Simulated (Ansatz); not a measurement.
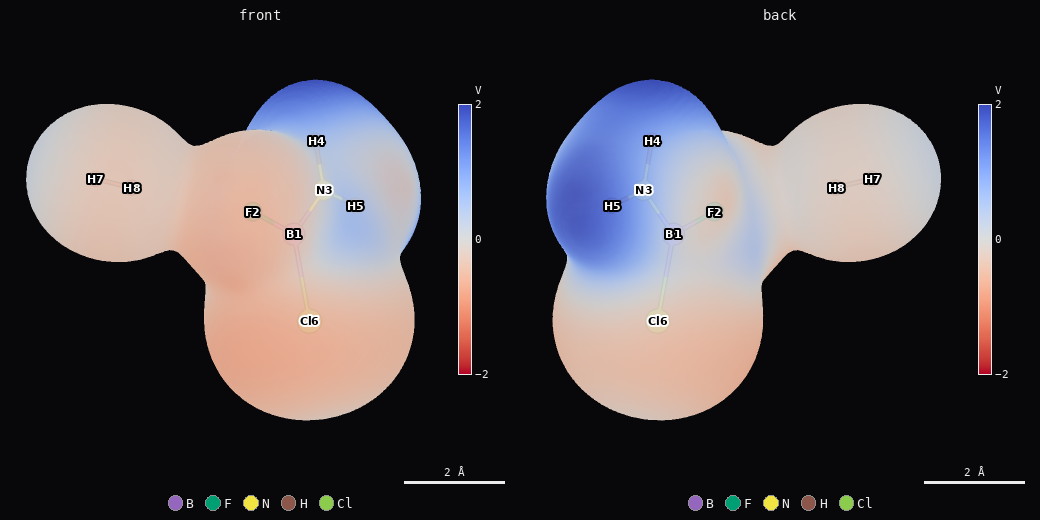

Figure 1: BClFH$_{2}$N···H$_{2}$. The electrostatic potential painted on the density surface at 0.001 e/bohr³, seen from the front and from behind; red is negative and blue positive.

Theory: RKS PBE/6-31G* (Ansatz 0.2.0).

Input

```
crystal:
  periodic: [false, false, false]
  atoms:
    - { symbol: B, position_ang: [0.015085, -0.208774, -0.113831] }
    - { symbol: F, position_ang: [-0.055011, -0.612223, 1.155866] }
    - { symbol: "N", position_ang: [1.248228, -0.078935, -0.767266] }
    - { symbol: H, position_ang: [2.131307, -0.274387, -0.300814] }
    - { symbol: H, position_ang: [1.328298, 0.164869, -1.750062] }
    - { symbol: Cl, position_ang: [-1.499356, 0.089059, -1.017293] }
    - { symbol: H, position_ang: [-0.044967, 1.938085, 0.958441] }
    - { symbol: H, position_ang: [-0.122784, 1.488606, 1.504159] }
basis:
  gaussian: { orbitals: "6-31G*" }
hamiltonian:
  xc: pbe
relax:
  f_tol: 0.03
  max_steps: 50
output:
  orbitals: {}
```

Launched as:

```sh
ansatz run input.yaml --threads 1 --pin off --max-ram 2048MiB --backend cpu --events-out ev --progress --plain --runs-dir out
```

The fields are those of the run's last geometry, not of the input's.

Question: Which sites attract a positive test charge, and which a negative one?

Answer: A positive charge is drawn to the negative regions and a negative charge to the positive ones. The most negative region (about −0.7 V) lies over F2 and Cl6, the most positive (about +1.9 V) over H4 and H5.
